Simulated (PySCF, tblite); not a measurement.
**C3H13FSi3: geometry, infrared bands and NMR shifts**

Aim: predict the infrared bands and NMR shifts of C3H13FSi3 (`C[SiH2][Si@@H](CF)C[SiH3]`).

The runs use tblite 0.8.0 and PySCF 2.14.0, with density-fitted response routines of our own; the level of theory stands in each step. All values are computed, except where a source is named. Atoms count from 0, in the outputs and in this text.

### 1 Starting geometry

20 atoms, charge 0, multiplicity 1; geometry from: force field or distance geometry start.

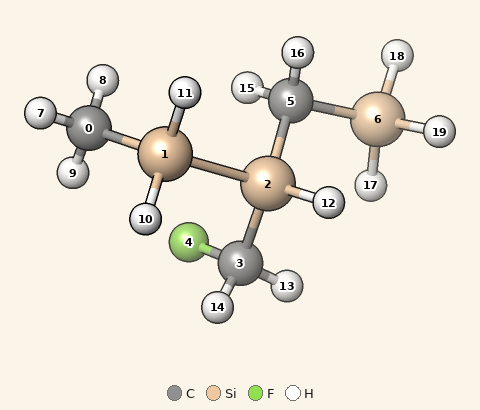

The starting geometry (carbon grey, silicon light orange, fluorine green, hydrogen white), atoms numbered; sticks join atoms by distance.

### 2 Relaxing the molecule with GFN2-xTB

The job: settings as JSON, then the geometry in Å.

```
{"job": {"kind": "relax", "xc": "GFN2-xTB", "basis": "xTB"}, "charge": 0, "multiplicity": 1}
C     -2.679100     0.541300    -0.803900
Si    -2.074700    -0.202400     0.754500
Si     0.236500    -0.558500     0.605100
C      0.469100    -1.755200    -0.780200
F      0.128900    -1.163600    -1.938500
C      1.018400     1.095900     0.304100
Si     2.854900     0.867100     0.364000
H     -3.759400     0.731500    -0.746300
H     -2.196300     1.499900    -1.006500
H     -2.511200    -0.112300    -1.656400
H     -2.743900    -1.510300     1.020200
H     -2.343500     0.697300     1.912700
H      0.683000    -1.133000     1.905600
H      1.513700    -2.090500    -0.861900
H     -0.157000    -2.645800    -0.659100
H      0.717600     1.501900    -0.652500
H      0.712300     1.820700     1.072700
H      3.299100    -0.136100    -0.640700
H      3.531500     2.155400     0.087000
H      3.295000     0.407400     1.717000
```

The run is started by

```console
$ OMP_NUM_THREADS=1 python probes_run.py task.json out
```

One launch serves the whole session: the jobs run in the order shown.

**Question.** This job is followed by: GFN2-xTB harmonic vibrations, gas phase; GIAO PBE0/pcSseg-1 NMR shielding, non-relativistic, gas phase. What will the session give for the following? strongest single infrared mode (GFN2-xTB); zero-point energy (GFN2-xTB); ¹³C shifts against TMS (PBE0/pcSseg-1); ¹H shifts against TMS (PBE0/pcSseg-1, means over atoms taken as alike); ²⁹Si shifts against TMS (PBE0/pcSseg-1); ¹⁹F shifts against CFCl3 (PBE0/pcSseg-1); surface potential, least and greatest.

The runs gave:

| quantity | value |
| --- | --- |
| strongest single infrared mode (GFN2-xTB) | 2167 cm⁻¹, 435 km/mol |
| zero-point energy (GFN2-xTB) | 88.4 kcal/mol |
| ¹³C shifts against TMS (PBE0/pcSseg-1) | 80.4, -10.1, -15.0 ppm |
| ¹H shifts against TMS (PBE0/pcSseg-1, means over atoms taken as alike) | 5.30, 4.98, 4.10, 4.08, 4.04, 3.93, 0.30, 0.15, -0.30 ppm |
| ²⁹Si shifts against TMS (PBE0/pcSseg-1) | -44.1, -74.0, -78.6 ppm |
| ¹⁹F shifts against CFCl3 (PBE0/pcSseg-1) | -303.0 ppm |
| surface potential, least and greatest | -1.02 V and 1.01 V |

Over 70 steps the energy fell by 0.424 eV; of the close pairs, Si2–C3 changed most, 1.845 to 1.927 Å. No mode is imaginary among the 54: a minimum at this level. The strongest single mode, at 2167 cm⁻¹, moves mainly H11. GFN2-xTB is a fitted tight-binding method: band positions and strengths are rough. Its intensities can rank the bands wrongly. At PBE0/pcSseg-1: Shielding is most anisotropic at C3 (span 125 ppm, paramagnetic term -142 ppm).
